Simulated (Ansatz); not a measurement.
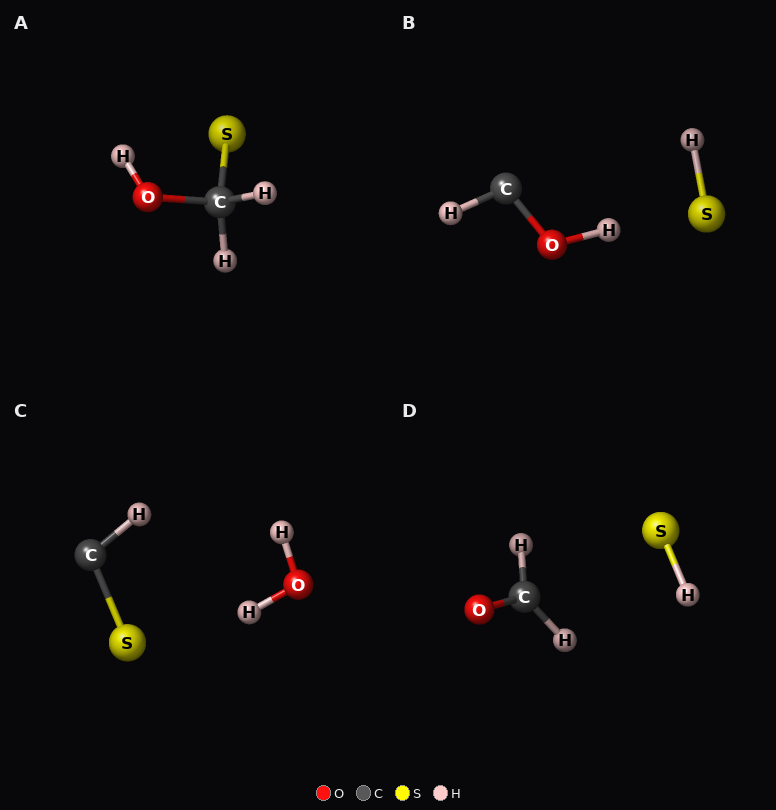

4 stationary structures of one formula. Charge −1, singlet. Geometries: PBE0-D4/def2-TZVPD. Electronic energies: ωB97M-V/def2-TZVPPD (Ansatz 0.2.0), without zero-point energy. No frequency run is at hand to confirm each as a minimum.

### Rank them by energy, lowest first.

A is lowest (Cs); D lies 9.9 kcal/mol above it (C1), C lies 44.6 kcal/mol above it (Cs), B lies 46.2 kcal/mol above it (Cs).
